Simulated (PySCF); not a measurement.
# HN···HN: magnetic exchange

Aim: compute the magnetic exchange of HN···HN.

Programs: PySCF 2.14.0, with routines of our own; each step states its level. All values are computed. Atoms count from 0.

### Step 1. The starting structure

4 atoms, charge 0, high-spin multiplicity 5; geometry from: GFN2-xTB fragments, placed rigidly.

The system (radical pair): HN···HN. The radical centres are 2.41 Å apart, edge to face; the spin sites are atoms 0, 1 (2 unpaired) and atoms 2, 3 (2 unpaired).

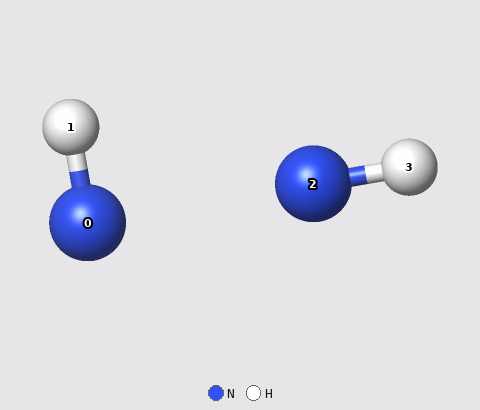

The starting geometry (nitrogen blue, hydrogen white).

### Step 2. Magnetic exchange: CASSCF and SC-NEVPT2/def2-TZVP (4,4)

What the job is given:

```
{"job": {"kind": "cas", "basis": "def2-TZVP", "active": "magnetic", "zfs": false}, "charge": 0, "high_spin_multiplicity": 5, "spin_sites": [[[0, 1], 2], [[2, 3], 2]]}
N      0.255900     0.000000    -1.462900
H     -0.767800     0.000000    -1.462900
N      0.255900     0.000000     0.951100
H      0.255900    -0.000000     1.974800
```

With the program's defaults for keys left out, this is: CASSCF and SC-NEVPT2/def2-TZVP spin states, gas phase.

Run with:

```sh
$ OMP_NUM_THREADS=1 python exch_run.py task.json out
```

The driver reads the jobs from task.json and runs them one after another.

The log of the run:

```text
start orbitals: natural orbitals of the high-spin HF determinant (converged)
active space: 4 electrons in 4 orbitals, 6 closed; orbitals optimised for multiplicities 5 3 1
macro   0  E = -109.9354732194  dE =  0.000e+00  |g| = 8.902e-02
macro   1  E = -109.9371903435  dE = -1.717e-03  |g| = 2.590e-02
macro   2  E = -109.9373384861  dE = -1.481e-04  |g| = 6.818e-03
macro   3  E = -109.9373461868  dE = -7.701e-06  |g| = 2.268e-03
macro   4  E = -109.9373472791  dE = -1.092e-06  |g| = 8.508e-04
macro   5  E = -109.9373475626  dE = -2.835e-07  |g| = 6.113e-04
macro   6  E = -109.9373478013  dE = -2.387e-07  |g| = 4.653e-04
macro   7  E = -109.9373478679  dE = -6.659e-08  |g| = 2.636e-04
CASSCF converged, mean energy = -109.9373478679
2S+1 = 5  root 0  E(CAS) = -109.93897673  E(NEVPT2) = -110.22564269  occupations 1.000 1.000 1.000 1.000
2S+1 = 3  root 0  E(CAS) = -109.93708129  E(NEVPT2) = -110.22383877  occupations 1.068 1.000 1.000 0.932
2S+1 = 1  root 0  E(CAS) = -109.93598558  E(NEVPT2) = -110.22273318  occupations 1.096 1.000 1.000 0.904
```

Run time: 1.1 s. Hardware: 1 thread of Arm Neoverse N1, shared host.

In short:

| quantity | value |
| --- | --- |
| J (CASSCF) | 104 cm⁻¹ |
| J (NEVPT2) | 99 cm⁻¹ |
| low less high spin (NEVPT2) | 1.8 kcal/mol |
| diradical index y0 | 1.00 |

Mulliken spin populations of the high-spin state:

```csv
atom,value (e)
N0,1.99
H1,0.01
N2,1.98
H3,0.02
```

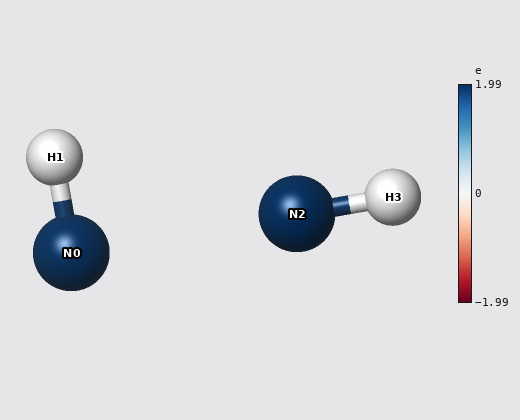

Mulliken spin populations of the high-spin state, as colours on the atoms.

### Step 3. Magnetic exchange: HF/def2-TZVP

What the job is given:

```
{"job": {"kind": "bs", "xc": "HF", "basis": "def2-TZVP", "rks": false}, "charge": 0, "high_spin_multiplicity": 5, "spin_sites": [[[0, 1], 2], [[2, 3], 2]]}
N      0.255900     0.000000    -1.462900
H     -0.767800     0.000000    -1.462900
N      0.255900     0.000000     0.951100
H      0.255900    -0.000000     1.974800
```

Level: HF/def2-TZVP high-spin and broken-symmetry single points, gas phase.

The log of the run:

```text
high-spin state, multiplicity 5
final grid: 32728 points
cycle   1  E = -109.8628426887  dE = -8.115e-01  |g| = 3.380e-01  |ddm| = 1.047e+00
cycle   2  E = -109.9433432352  dE = -8.050e-02  |g| = 1.283e-01  |ddm| = 3.218e-01
cycle   3  E = -109.9526832145  dE = -9.340e-03  |g| = 4.415e-02  |ddm| = 9.693e-02
cycle   4  E = -109.9550707390  dE = -2.388e-03  |g| = 1.410e-02  |ddm| = 6.178e-02
cycle   5  E = -109.9553290893  dE = -2.584e-04  |g| = 5.752e-03  |ddm| = 2.011e-02
cycle   6  E = -109.9553866407  dE = -5.755e-05  |g| = 2.246e-03  |ddm| = 9.943e-03
cycle   7  E = -109.9553994316  dE = -1.279e-05  |g| = 8.546e-04  |ddm| = 5.852e-03
cycle   8  E = -109.9554014683  dE = -2.037e-06  |g| = 2.521e-04  |ddm| = 2.992e-03
cycle   9  E = -109.9554016219  dE = -1.536e-07  |g| = 1.370e-04  |ddm| = 5.808e-04
cycle  10  E = -109.9554016753  dE = -5.344e-08  |g| = 8.337e-05  |ddm| = 2.447e-04
cycle  11  E = -109.9554017042  dE = -2.888e-08  |g| = 3.566e-05  |ddm| = 2.371e-04
cycle  12  E = -109.9554017093  dE = -5.074e-09  |g| = 1.145e-05  |ddm| = 1.120e-04
converged SCF energy = -109.9554017093

broken-symmetry state, M_S = 0, start: spins of the second site flipped
final grid: 32728 points
cycle   1  E = -109.9492304204  dE = -1.559e-02  |g| = 5.161e-02  |ddm| = 1.084e-01
cycle   2  E = -109.9513137864  dE = -2.083e-03  |g| = 2.227e-02  |ddm| = 3.850e-02
cycle   3  E = -109.9518775605  dE = -5.638e-04  |g| = 6.985e-03  |ddm| = 2.732e-02
cycle   4  E = -109.9519529030  dE = -7.534e-05  |g| = 3.232e-03  |ddm| = 9.785e-03
cycle   5  E = -109.9519736072  dE = -2.070e-05  |g| = 1.300e-03  |ddm| = 6.519e-03
cycle   6  E = -109.9519782869  dE = -4.680e-06  |g| = 2.887e-04  |ddm| = 4.867e-03
cycle   7  E = -109.9519784811  dE = -1.943e-07  |g| = 7.659e-05  |ddm| = 1.160e-03
cycle   8  E = -109.9519784964  dE = -1.527e-08  |g| = 4.564e-05  |ddm| = 1.345e-04
cycle   9  E = -109.9519785038  dE = -7.355e-09  |g| = 2.559e-05  |ddm| = 1.028e-04
converged SCF energy = -109.9519785038

<S^2> high spin = 6.0312, broken symmetry = 2.0266
E(HS) - E(BS) = -751.31 cm-1
J_noodleman = 187.83 cm-1
J_unprojected = 125.22 cm-1
J_yamaguchi = 187.61 cm-1
```

It took 0.3 s on 1 thread of Arm Neoverse N1, shared host.

Key values:

| quantity | value |
| --- | --- |
| J (Yamaguchi) | 188 cm⁻¹ |
| low less high spin, projected | 3.2 kcal/mol |

### Step 4. Magnetic exchange: B3LYP/def2-TZVP

What the job is given:

```
{"job": {"kind": "bs", "xc": "B3LYP", "grid": 1, "basis": "def2-TZVP", "rks": false}, "charge": 0, "high_spin_multiplicity": 5, "spin_sites": [[[0, 1], 2], [[2, 3], 2]]}
N      0.255900     0.000000    -1.462900
H     -0.767800     0.000000    -1.462900
N      0.255900     0.000000     0.951100
H      0.255900    -0.000000     1.974800
```

Level: B3LYP/def2-TZVP high-spin and broken-symmetry single points, gas phase.

The log of the run:

```text
high-spin state, multiplicity 5
final grid: 15184 points
cycle   1  E = -110.4834520117  dE = -1.329e-02  |g| = 2.625e-02  |ddm| = 1.887e-01
cycle   2  E = -110.4836991745  dE = -2.472e-04  |g| = 1.992e-02  |ddm| = 3.656e-02
cycle   3  E = -110.4838690447  dE = -1.699e-04  |g| = 4.262e-03  |ddm| = 1.840e-02
cycle   4  E = -110.4838817578  dE = -1.271e-05  |g| = 1.182e-03  |ddm| = 5.562e-03
cycle   5  E = -110.4838826999  dE = -9.420e-07  |g| = 4.090e-04  |ddm| = 1.361e-03
cycle   6  E = -110.4838828005  dE = -1.006e-07  |g| = 2.119e-04  |ddm| = 5.228e-04
cycle   7  E = -110.4838828268  dE = -2.638e-08  |g| = 3.342e-05  |ddm| = 2.180e-04
cycle   8  E = -110.4838828280  dE = -1.220e-09  |g| = 8.834e-06  |ddm| = 6.024e-05
converged SCF energy = -110.4838828280

broken-symmetry state, M_S = 0, start: spins of the second site flipped
final grid: 15184 points
cycle   1  E = -110.4815042915  dE = -8.319e-03  |g| = 1.751e-02  |ddm| = 1.172e-01
cycle   2  E = -110.4817834917  dE = -2.792e-04  |g| = 8.677e-03  |ddm| = 2.380e-02
cycle   3  E = -110.4818153986  dE = -3.191e-05  |g| = 5.690e-03  |ddm| = 1.094e-02
cycle   4  E = -110.4818333437  dE = -1.795e-05  |g| = 6.841e-04  |ddm| = 5.280e-03
cycle   5  E = -110.4818338326  dE = -4.889e-07  |g| = 3.434e-04  |ddm| = 1.143e-03
cycle   6  E = -110.4818339093  dE = -7.669e-08  |g| = 1.105e-04  |ddm| = 4.890e-04
cycle   7  E = -110.4818339168  dE = -7.499e-09  |g| = 2.578e-05  |ddm| = 1.211e-04
converged SCF energy = -110.4818339168

<S^2> high spin = 6.0110, broken symmetry = 1.9909
E(HS) - E(BS) = -449.68 cm-1
J_noodleman = 112.42 cm-1
J_unprojected = 74.95 cm-1
J_yamaguchi = 111.86 cm-1
```

It took 1.9 s on 1 thread of Arm Neoverse N1, shared host.

From this job:

```csv
quantity,value
J (Yamaguchi),112 cm⁻¹
"low less high spin, projected",1.9 kcal/mol
```

### Step 5. Magnetic exchange: CASSCF and SC-NEVPT2/def2-TZVP (4,4) in n-hexane

What the job is given:

```
{"job": {"kind": "cas", "basis": "def2-TZVP", "active": "magnetic", "zfs": false, "solvent": "n-hexane"}, "charge": 0, "high_spin_multiplicity": 5, "spin_sites": [[[0, 1], 2], [[2, 3], 2]]}
N      0.255900     0.000000    -1.462900
H     -0.767800     0.000000    -1.462900
N      0.255900     0.000000     0.951100
H      0.255900    -0.000000     1.974800
```

With the program's defaults for keys left out, this is: CASSCF and SC-NEVPT2/def2-TZVP spin states, IEF-PCM n-hexane.

The log of the run:

```text
start orbitals: natural orbitals of the high-spin HF determinant (converged)
active space: 4 electrons in 4 orbitals, 6 closed; orbitals optimised for multiplicities 5 3 1
macro   0  E = -109.9383501614  dE =  0.000e+00  |g| = 8.975e-02
macro   1  E = -109.9401120393  dE = -1.762e-03  |g| = 2.639e-02
macro   2  E = -109.9402695216  dE = -1.575e-04  |g| = 7.037e-03
macro   3  E = -109.9402776390  dE = -8.117e-06  |g| = 2.329e-03
macro   4  E = -109.9402787613  dE = -1.122e-06  |g| = 8.411e-04
macro   5  E = -109.9402790276  dE = -2.663e-07  |g| = 5.894e-04
macro   6  E = -109.9402792532  dE = -2.256e-07  |g| = 4.480e-04
macro   7  E = -109.9402793149  dE = -6.169e-08  |g| = 2.574e-04
CASSCF converged, mean energy = -109.9402793149
2S+1 = 5  root 0  E(CAS) = -109.94194080  E(NEVPT2) = -110.22855941  occupations 1.000 1.000 1.000 1.000
2S+1 = 3  root 0  E(CAS) = -109.94000884  E(NEVPT2) = -110.22671331  occupations 1.069 1.000 1.000 0.931
2S+1 = 1  root 0  E(CAS) = -109.93888830  E(NEVPT2) = -110.22557782  occupations 1.097 1.000 1.000 0.903
```

It took 1.1 s on 1 thread of Arm Neoverse N1, shared host.

The solvent's field is frozen at that of the high-spin determinant; only differences between these total energies have meaning.

Key values:

```csv
quantity,value
J (CASSCF),106 cm⁻¹
J (NEVPT2),101 cm⁻¹
low less high spin (NEVPT2),1.9 kcal/mol
diradical index y0,1.00
```

### Step 6. Magnetic exchange: CASSCF and SC-NEVPT2/def2-TZVP, X2C (4,4)

What the job is given:

```
{"job": {"kind": "cas", "basis": "def2-TZVP", "active": "natural", "max": 8, "thr": 0.008, "zfs": false, "x2c": true}, "charge": 0, "high_spin_multiplicity": 5, "spin_sites": [[[0, 1], 2], [[2, 3], 2]]}
N      0.255900     0.000000    -1.462900
H     -0.767800     0.000000    -1.462900
N      0.255900     0.000000     0.951100
H      0.255900    -0.000000     1.974800
```

With the program's defaults for keys left out, this is: CASSCF and SC-NEVPT2/def2-TZVP spin states, scalar X2C, gas phase.

The log of the run:

```text
start orbitals: natural orbitals of the high-spin HF determinant (converged)
active space: 4 electrons in 4 orbitals, 6 closed; orbitals optimised for multiplicities 5 3 1
macro   0  E = -109.9911749134  dE =  0.000e+00  |g| = 8.888e-02
macro   1  E = -109.9928846626  dE = -1.710e-03  |g| = 2.584e-02
macro   2  E = -109.9930319921  dE = -1.473e-04  |g| = 6.801e-03
macro   3  E = -109.9930396632  dE = -7.671e-06  |g| = 2.263e-03
macro   4  E = -109.9930407500  dE = -1.087e-06  |g| = 8.482e-04
macro   5  E = -109.9930410308  dE = -2.809e-07  |g| = 6.078e-04
macro   6  E = -109.9930412665  dE = -2.356e-07  |g| = 4.620e-04
macro   7  E = -109.9930413322  dE = -6.570e-08  |g| = 2.618e-04
CASSCF converged, mean energy = -109.9930413322
2S+1 = 5  root 0  E(CAS) = -109.99466372  E(NEVPT2) = -110.28142676  occupations 1.000 1.000 1.000 1.000
2S+1 = 3  root 0  E(CAS) = -109.99277585  E(NEVPT2) = -110.27963111  occupations 1.068 1.000 1.000 0.932
2S+1 = 1  root 0  E(CAS) = -109.99168443  E(NEVPT2) = -110.27853047  occupations 1.096 1.000 1.000 0.904
```

It took 1 s on 1 thread of Arm Neoverse N1, shared host.

Key values:

```
                   quantity         value
                 J (CASSCF)      104 cm⁻¹
                 J (NEVPT2)       99 cm⁻¹
low less high spin (NEVPT2)  1.8 kcal/mol
         diradical index y0          1.00
```

### Step 7. Spin gaps side by side

J for H = −2J S1·S2; the gap is low spin less high spin (projected; unprojected where the broken-symmetry state collapsed; or NEVPT2):

```csv
step,level,geometry,J (cm⁻¹),gap (kcal/mol),time
2,"CASSCF and SC-NEVPT2/def2-TZVP (4,4)",one,99,1.8,1.1 s
3,HF/def2-TZVP,one,188,3.2,0.3 s
4,B3LYP/def2-TZVP,one,112,1.9,1.9 s
5,"CASSCF and SC-NEVPT2/def2-TZVP (4,4) in n-hexane",one,101,1.9,1.1 s
6,"CASSCF and SC-NEVPT2/def2-TZVP, X2C (4,4)",one,99,1.8,1 s
```

CASSCF times leave out a start SCF that an earlier step had already made.

### Step 8. Outcome

```
                                                                  quantity                                                                      value
                 J (CASSCF) (step 2, CASSCF and SC-NEVPT2/def2-TZVP (4,4))                                                                   104 cm⁻¹
                 J (NEVPT2) (step 2, CASSCF and SC-NEVPT2/def2-TZVP (4,4))                                                                    99 cm⁻¹
low less high spin (NEVPT2) (step 2, CASSCF and SC-NEVPT2/def2-TZVP (4,4))                                                               1.8 kcal/mol
         diradical index y0 (step 2, CASSCF and SC-NEVPT2/def2-TZVP (4,4))                                                                       1.00
                                                                         J  99 (CASSCF and SC-NEVPT2/def2-TZVP, X2C (4,4)) to 188 cm⁻¹ (HF/def2-TZVP)
```

In words: The levels with a meaningful J put the high-spin state lower (ferromagnetic coupling), from 99 to 188 cm⁻¹.
